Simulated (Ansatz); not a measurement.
# Calculations on ZrH4O3BrF

## 1. Relaxation

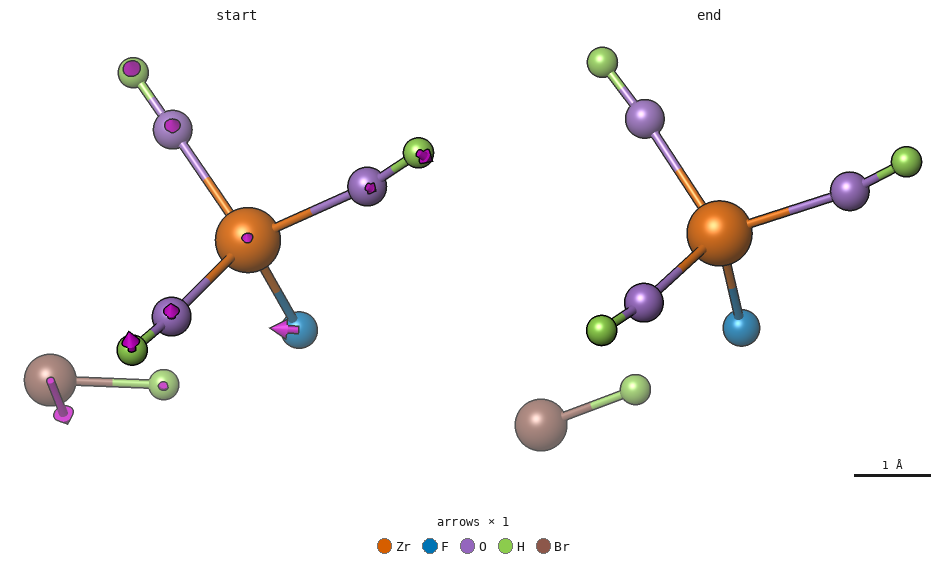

The structure of ZrH$_{4}$O$_{3}$BrF before (left) and after (right) a relaxation, at one scale. The purple arrows give the displacements, at their true length.

A ball-and-stick model, seen from a free direction.

The run prepares an end point of a later path (reaction) calculation, from a guessed geometry.

The calculation used RKS revPBE/def2-SVP in Ansatz. (no spin polarisation; force threshold 0.03 eV/Å; at most 50 steps)

What changed between the two?

The largest move after the best rigid fit is that of the Br atom, 0.96 Å. By element the largest moves are Br 0.96 Å, F 0.41 Å, H 0.33 Å, O 0.26 Å, Zr 0.14 Å. Near-neighbour distances that change, for instance: H–Zr 3.181 → 3.416 Å, Br–H 1.506 → 1.452 Å, F–Zr 1.975 → 1.968 Å. Among the angles between lasting bonds that change: F–Zr–O 105.1° → 108.5°, O–Zr–O 113.4° → 110.7°, Zr–O–H 175.7° → 173.6°. Over 8 geometry steps the energy falls by 11.4 kJ/mol. Largest force component: 0.82 eV/Å at the start, 0.02 eV/Å at the end.

## 2. Relaxation

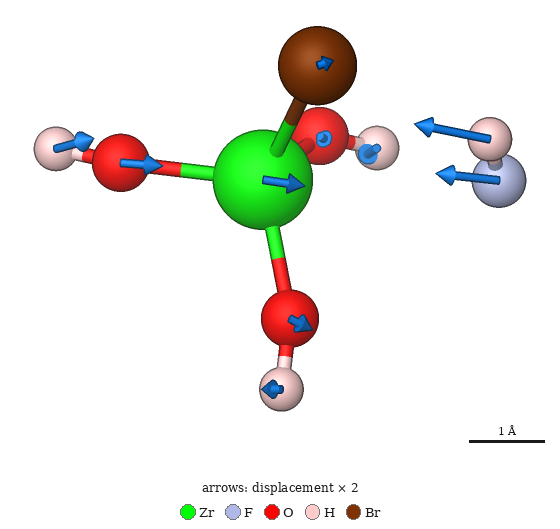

This is a relaxation of ZrH$_{4}$O$_{3}$BrF. The starting structure is drawn; blue arrows show the displacements, magnified 2 times. The two geometries are superimposed by the best rigid fit.

The picture is a ball-and-stick view, seen at a tilt.

The run prepares an end point of a later path (reaction) calculation, from a guessed geometry.

These are results of Ansatz 0.2.0, RKS revPBE/def2-SVP, not measurements. (no spin polarisation; force threshold 0.03 eV/Å; at most 50 steps)

Describe the change and its energy.

Answer. The energy falls by 0.183 eV in 12 accepted moves (14 points after the start). Largest force component: 0.55 eV/Å at the start, 0.019 eV/Å at the end. The line search rejected the trial steps at points 6, 8 of the run. An H atom moves most after the best rigid fit: 0.55 Å. By element the largest moves are H 0.55 Å, F 0.46 Å, O 0.30 Å, Zr 0.30 Å, Br 0.12 Å. Near-neighbour distances that change, for instance: F–Zr 3.177 → 2.489 Å, Br–H 2.745 → 2.121 Å, H–Zr 3.245 → 2.626 Å, F–H 0.932 → 0.979 Å. New bonds form, among them: F–Zr (3.18 → 2.49 Å). Among the angles between lasting bonds that change: Zr–O–H 162.3° → 147.9°, O–Zr–Br 105.4° → 98.0°, O–Zr–Br 113.1° → 117.9°. The run took 40 s on 4 threads of Intel(R) Xeon(R) Platinum 8259CL CPU @ 2.50GHz (Skylake/Cascade Lake) (shared host), peak memory 0.23 GiB.

Limits of the set-up: the start holds two separate molecules, 2.7 Å apart at their closest, whose relative position is a soft coordinate and is computed without a dispersion correction.

## 3. Path

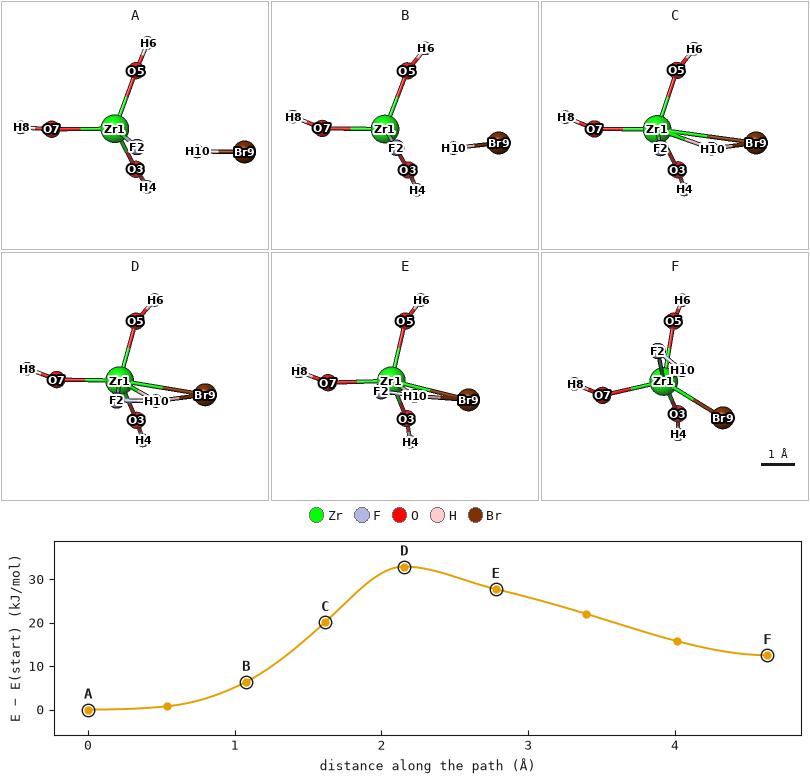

NEB run on ZrH₄O₃BrF. Images are numbered from 0 (start) to 8 (end). Frames A to F are images 0, 2, 3, 4, 5, 8. The picture is a ball-and-stick view, seen at a tilt.

Theory: Ansatz 0.2.0, RKS revPBE/def2-SVP. Run with 7 movable images; climbing image; force threshold 0.05 eV/Å; iteration limit 60; starting path through a guess of the saddle point.

Q: Describe the mechanism and the energy profile.

A: Breaking: Br9–H10 (1.45 → 1.68 at the top → 2.12 Å). Forming: F2–H10 (1.90 → 1.20 at the top → 0.98 Å), Zr1–Br9 (4.62 → 3.02 at the top → 2.69 Å). The energy climbs by 32.9 kJ/mol to image 4 and then falls by 20.4 kJ/mol, so the end point sits at +12.5 kJ/mol. The band converged in 34 iterations. The largest component of the band force went from 12 to 0.05 eV/Å. The climbing image converged on the top of the path. Its vibrational analysis gives 2 imaginary modes over 30i cm⁻¹, so it isn't confirmed as a transition state.
